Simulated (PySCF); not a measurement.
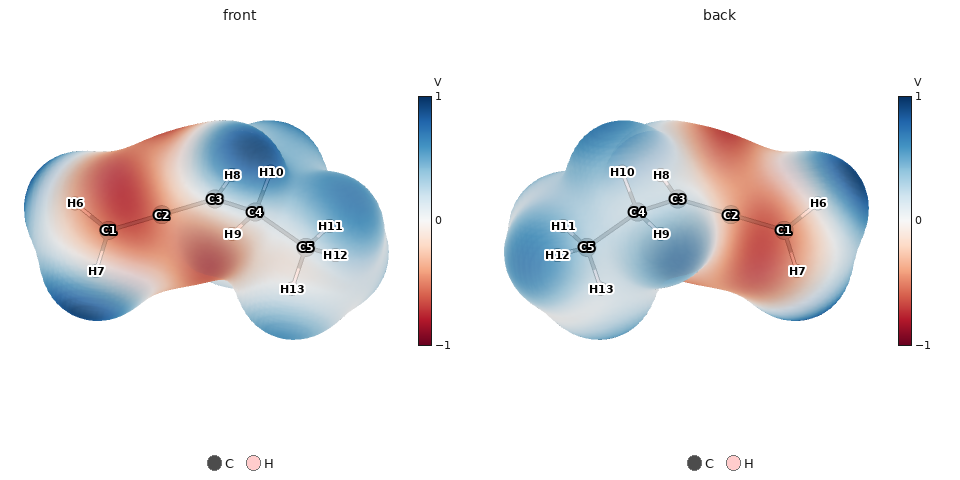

The picture shows: C5H8. The electrostatic potential painted on the density surface at 0.002 e/bohr³, seen from the front and from behind; red is negative and blue positive.

Geometry: PBE0-D3(BJ)/def2-SVP.

Level of theory: mPW1PW91/pcSseg-2, SCF density, gas phase, non-relativistic in PySCF.

Input

```
{"job": {"xc": "mPW1PW91", "basis": "pcSseg-2", "kind": "nmr", "pop": true}, "charge": 0, "multiplicity": 1}
C      2.682697     0.582675     0.378985
C      1.477705     0.086727     0.500667
C      0.271984    -0.413533     0.612368
C     -0.698723    -0.598860    -0.522332
C     -1.980507     0.204573    -0.334440
H      3.547195    -0.062272     0.187095
H      2.867390     1.658938     0.466799
H     -0.072158    -0.706563     1.614280
H     -0.208940    -0.321890    -1.468558
H     -0.948123    -1.671906    -0.601434
H     -2.488595    -0.066092     0.604952
H     -2.686649     0.024812    -1.159582
H     -1.767664     1.283877    -0.296528
```

Run with:

```sh
OMP_NUM_THREADS=1 python ens_run.py task.json out
```

**Where is the surface potential most negative and most positive?**

The most negative region (about −0.7 V, or −16 kcal/mol for a unit charge) lies over C1 and C2, the most positive (about +0.9 V, or +21 kcal/mol for a unit charge) over H6, H7 and H8.

**What dipole moment does the calculation give?**

Its dipole moment is 0.50 D.
